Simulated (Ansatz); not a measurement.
Run report: TaNH3ClF4, geometry relaxation (part 2 of 2)

Continued. System: TaNH3ClF4. Method: RKS PBE/def2-SVP (Ansatz 0.2.0). The input holds or restrains some coordinates. It belongs to a series of runs on one base structure; here: pulled along the bonds that form and break, towards end A.

Geometry of the input (Å):
```
Ta 0.0000  0.0000  0.0000
Cl 2.8200  0.0000  0.0000
F  0.0000  0.0000  1.9300
F  0.0000  0.0000  -1.9300
F  -0.9650  1.6714  0.0000
F  -0.9650  -1.6714  0.0000
N  0.7757  -1.9759  1.2433
H  0.2944  -2.9105  1.1069
H  1.5912  -1.8927  1.9153
H  2.0207  -1.3500  0.8494
```

Trajectory as extended XYZ, continued:
```
10
Properties=species:S:1:pos:R:3:forces:R:3 step=3 energy=-26457.29354
Ta    0.0661    0.1952   -0.0999    1.3800  -5.7391   4.2346
Cl    2.6822    0.2391   -0.1370   -2.4213   0.3295  -0.0305
F    -0.0116    0.0582    1.8780   -0.2158   1.5091  -1.8466
F     0.0044    0.0053   -1.9488    0.0318   0.0946  -0.7764
F    -0.9714    1.6909   -0.0061   -0.5370   1.1691  -0.2193
F    -0.9552   -1.5689   -0.0341    0.6015   3.1731  -0.9762
N     0.9918   -2.1900    1.3559    1.6127   2.2603  -2.1534
H     0.3396   -2.9398    1.1076    1.1493   0.0225   0.1195
H     1.6082   -1.9459    2.0689   -0.3773  -1.2047   4.8330
H     1.8179   -1.6732    0.9305   -1.2241  -1.6143  -3.1847
10
Properties=species:S:1:pos:R:3:forces:R:3 step=4 energy=-26458.69169
Ta    0.0756    0.2413   -0.1119    0.9122  -4.4203   2.7628
Cl    2.5675    0.3477   -0.1775   -1.9235   0.2278   0.0245
F    -0.0135    0.1050    1.8261    0.0033   0.8840  -1.1841
F     0.0034    0.0098   -1.9673    0.0162   0.1923  -0.5507
F    -0.9830    1.7323   -0.0205   -0.3873   0.9963  -0.2868
F    -0.9338   -1.4719   -0.0643    0.7026   2.4249  -0.5542
N     1.1081   -2.3384    1.4047    2.5855   1.9696  -0.2576
H     0.3544   -2.9557    1.1294    0.2831   0.0770   0.3042
H     1.5868   -1.9869    2.2280   -1.6054  -1.1827   1.8208
H     1.8066   -1.8123    0.8683   -0.5867  -1.1689  -2.0790
10
Properties=species:S:1:pos:R:3:forces:R:3 step=5 energy=-26459.78862
Ta    0.0505    0.2169   -0.0955    1.2262  -1.3850   0.8247
Cl    2.4892    0.4026   -0.1826   -1.5468   0.0686   0.0613
F    -0.0116    0.1467    1.8044    0.0001   0.4041  -0.1245
F     0.0055    0.0290   -1.9747    0.0239   0.2072  -0.1967
F    -0.9779    1.7600   -0.0488   -0.0295   0.2977  -0.2483
F    -0.9324   -1.4002   -0.0887   -0.0253   0.5991  -0.1427
N     1.2651   -2.4513    1.4336    1.3614   0.8523  -0.1023
H     0.3730   -2.9118    1.1705    0.7576   0.7591   0.4844
H     1.4938   -2.0202    2.3591   -1.1169  -0.7564  -0.7233
H     1.8167   -1.9008    0.7376   -0.6507  -1.0466   0.1674
10
Properties=species:S:1:pos:R:3:forces:R:3 step=6 energy=-26460.13559
Ta   -0.0067    0.1567   -0.0351    1.4202  -0.2445   0.1534
Cl    2.4194    0.3767   -0.0928   -1.4397   0.0006   0.0392
F    -0.0953    0.2083    1.8633   -0.0620   0.1425  -0.0704
F     0.0003    0.0007   -1.9213    0.0325   0.0195  -0.0726
F    -0.8743    1.8050   -0.1466    0.0246  -0.1501   0.0214
F    -1.0722   -1.4007   -0.0511   -0.0021   0.3125   0.0825
N     1.3791   -2.5054    1.4125    0.2268   0.5923  -0.0160
H     0.4322   -2.7910    1.0968    0.6586   0.3443   0.3050
H     1.4269   -1.9480    2.2921   -0.4677  -0.4827  -0.6825
H     1.9627   -2.0314    0.6970   -0.3910  -0.5344   0.2399
10
Properties=species:S:1:pos:R:3:forces:R:3 step=7 energy=-26460.24556
Ta   -0.0074    0.1605   -0.0024    1.1191  -0.0433   0.1434
Cl    2.4050    0.4114   -0.0144   -1.2651  -0.0184  -0.0058
F    -0.0975    0.3095    1.8909    0.0361   0.0351  -0.0548
F     0.0485   -0.1381   -1.8748    0.0329  -0.0295   0.0604
F    -0.8681    1.7982   -0.2132    0.0469  -0.0983  -0.0223
F    -1.1811   -1.3113    0.0909    0.0923   0.1699   0.0070
N     1.4273   -2.5351    1.3726    0.2097   0.5424  -0.3915
H     0.5281   -2.8358    0.9810    0.0950  -0.0029   0.0416
H     1.2991   -1.9496    2.2098   -0.0526  -0.1155  -0.2193
H     2.0181   -2.0387    0.6745   -0.3141  -0.4397   0.4414
10
Properties=species:S:1:pos:R:3:forces:R:3 step=8 energy=-26460.27948
Ta   -0.0206    0.1804    0.0375    1.2179  -0.0470   0.0319
Cl    2.3915    0.4601    0.0488   -1.2213  -0.0134  -0.0244
F    -0.0768    0.3977    1.9230    0.0397   0.0066  -0.0300
F     0.1020   -0.3125   -1.7926    0.0292   0.0005   0.1311
F    -0.8712    1.7989   -0.2983    0.0254  -0.0550  -0.0138
F    -1.2446   -1.2357    0.2224    0.0071   0.0721   0.0090
N     1.4378   -2.5521    1.3142    0.1759   0.5920  -0.4256
H     0.5838   -2.8636    0.8406    0.0396  -0.0566   0.0021
H     1.2090   -1.9879    2.1418    0.0092  -0.0645  -0.0746
H     2.0610   -2.0145    0.6774   -0.3227  -0.4347   0.3943
10
Properties=species:S:1:pos:R:3:forces:R:3 step=9 energy=-26460.28980
Ta   -0.0399    0.1969    0.0730    1.2034  -0.1660  -0.2955
Cl    2.3696    0.5201    0.1038   -1.1651  -0.0436  -0.0552
F    -0.0415    0.4778    1.9506   -0.0010  -0.0464  -0.1178
F     0.1619   -0.4823   -1.7060   -0.0621   0.1547   0.5657
F    -0.8618    1.8031   -0.3823    0.0597  -0.1490   0.0255
F    -1.3415   -1.1393    0.3416    0.1061   0.1316  -0.0351
N     1.4521   -2.5622    1.2600   -0.0260   0.7327  -0.5108
H     0.6608   -2.9390    0.7143    0.2808   0.1103   0.1508
H     1.1193   -2.0316    2.0790    0.0816  -0.1656  -0.1709
H     2.0929   -1.9726    0.6807   -0.4775  -0.5588   0.4433
10
Properties=species:S:1:pos:R:3:forces:R:3 step=10 energy=-26460.30330
Ta   -0.0349    0.2051    0.0887    1.1381  -0.1612  -0.1907
Cl    2.3736    0.5286    0.0898   -1.1423  -0.0389  -0.0017
F    -0.0479    0.5255    1.9586    0.0474  -0.0548  -0.0688
F     0.1529   -0.5290   -1.6599   -0.0195   0.0923   0.3187
F    -0.8581    1.7953   -0.4100    0.0458  -0.0797   0.0142
F    -1.3495   -1.1113    0.3831    0.0771   0.0951   0.0005
N     1.4519   -2.5674    1.2430    0.0154   0.7522  -0.4427
H     0.7063   -2.9482    0.6419    0.2164   0.0970   0.1398
H     1.0626   -2.0748    2.0602    0.1003  -0.1563  -0.1602
H     2.1151   -1.9529    0.7195   -0.4787  -0.5456   0.3910
10
Properties=species:S:1:pos:R:3:forces:R:3 step=11 energy=-26460.32485
Ta   -0.0486    0.2166    0.0895    1.2955  -0.0939   0.2036
Cl    2.3557    0.5990    0.0671   -1.0528  -0.0614  -0.0420
F     0.0445    0.4841    1.9576   -0.0283  -0.0040   0.0728
F     0.1943   -0.6785   -1.5530   -0.0072  -0.0881  -0.0932
F    -0.8492    1.7959   -0.4633   -0.0343   0.0513  -0.0261
F    -1.4321   -1.0101    0.4386   -0.0354   0.0169  -0.0211
N     1.4499   -2.5569    1.2102    0.1512   0.6831  -0.3405
H     0.7787   -2.9327    0.5349    0.0264  -0.0136  -0.0271
H     0.9837   -2.1883    2.0442    0.0221  -0.0016   0.0086
H     2.0952   -1.8582    0.7890   -0.3371  -0.4885   0.2650
10
Properties=species:S:1:pos:R:3:forces:R:3 step=12 energy=-26460.32071
Ta   -0.0661    0.2218    0.1055    1.2116  -0.3800   0.1052
Cl    2.3365    0.6385    0.0423   -1.0510  -0.0588  -0.0258
F     0.0663    0.4431    1.9768   -0.0321   0.0035  -0.0619
F     0.1942   -0.8389   -1.4406   -0.0738   0.0988   0.1367
F    -0.8020    1.8092   -0.5163   -0.0174  -0.0055   0.0005
F    -1.5657   -0.8727    0.4694    0.1424   0.1372  -0.0775
N     1.4714   -2.5484    1.1806    0.1111   0.9389  -0.2182
H     0.8772   -2.9146    0.4265    0.1350   0.0903   0.1073
H     0.9286   -2.2685    2.0118    0.1942  -0.0729  -0.2724
H     2.1316   -1.7986    0.8591   -0.6200  -0.7516   0.3062
10
Properties=species:S:1:pos:R:3:forces:R:3 step=13 energy=-26460.33521
Ta   -0.0680    0.2153    0.1074    1.1848  -0.0986   0.0674
Cl    2.3300    0.6340    0.0240   -0.9866  -0.0604  -0.0097
F     0.0647    0.4172    1.9782   -0.0084  -0.0187   0.0167
F     0.1680   -0.8565   -1.4270   -0.0078  -0.0221   0.0043
F    -0.7844    1.8119   -0.5125    0.0001   0.0081  -0.0015
F    -1.6108   -0.8148    0.4458    0.0068  -0.0090   0.0038
N     1.4882   -2.5457    1.1878    0.1844   0.7422  -0.2993
H     0.9241   -2.9174    0.4196    0.0021  -0.0032  -0.0047
H     0.9315   -2.2896    2.0068   -0.0044   0.0011   0.0087
H     2.1286   -1.7835    0.8848   -0.3710  -0.5394   0.2143
```

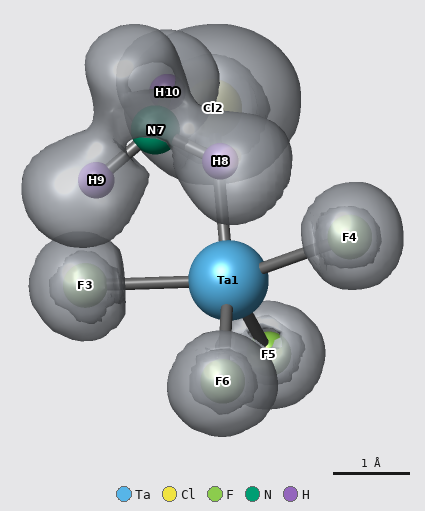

**Figure 1.** Isosurface of the ELF at 0.8 (grey), seen at an oblique angle. Only the valence region is drawn (cores and ρ < 0.01 e/Å³ removed). Along the contacts the grid gives the following. Ta1···N7 (3.35 Å): the ELF is only about 0.05 between them. Ta–F (1.86 Å): the ELF peaks at about 0.80 in the valence shell of F, 0.5 Å from its nucleus, and drops to about 0.20 between the two atoms.

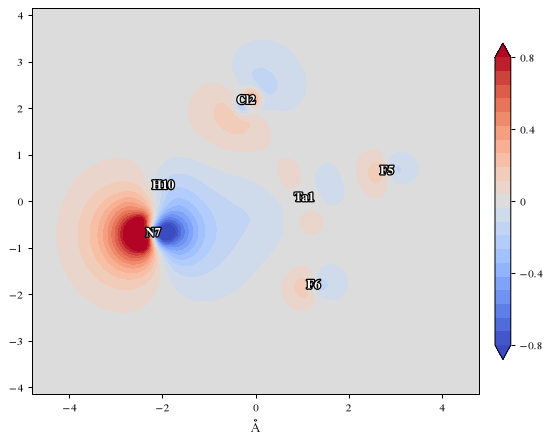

**Figure 2.** One frontier orbital on the plane of atoms Cl2, Ta1 and F6 (values in Å⁻³ᐟ²; the overall sign is arbitrary). The HOMO, at −6.46 eV.

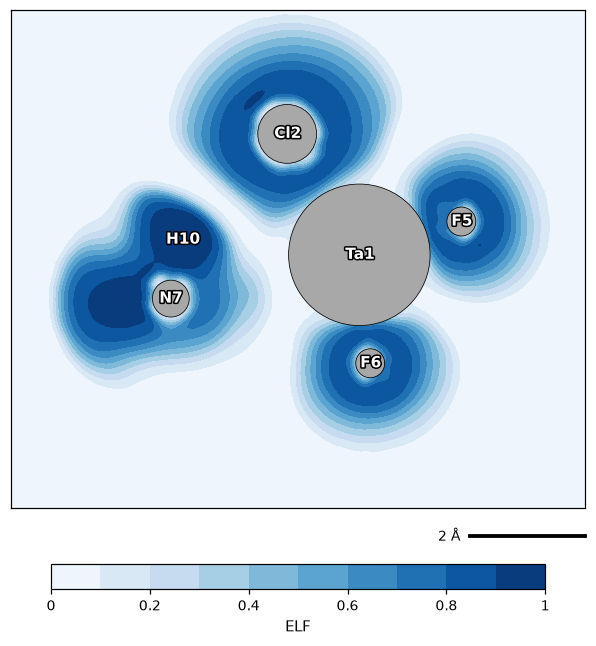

**Figure 3.** Electron localisation function on the plane of atoms Cl2, Ta1 and F6. Grey discs, where drawn, cover atomic cores. The section cuts through Ta, Cl, F, N and H sites. Ta1···N7 (3.35 Å): the ELF is only about 0.05 between them. Ta–F (1.86 Å): the ELF peaks at about 0.80 in the valence shell of F, 0.5 Å from its nucleus, and drops to about 0.20 between the two atoms. Ta–Cl (2.44 Å): the ELF peaks at about 0.85 in the valence shell of Cl, 0.9 Å from its nucleus, and is about 0.35 at the midpoint. N–H (1.04 Å): the ELF climbs to about 1 towards the hydrogen, as it does in any bond to H; a covalent bond by its length.
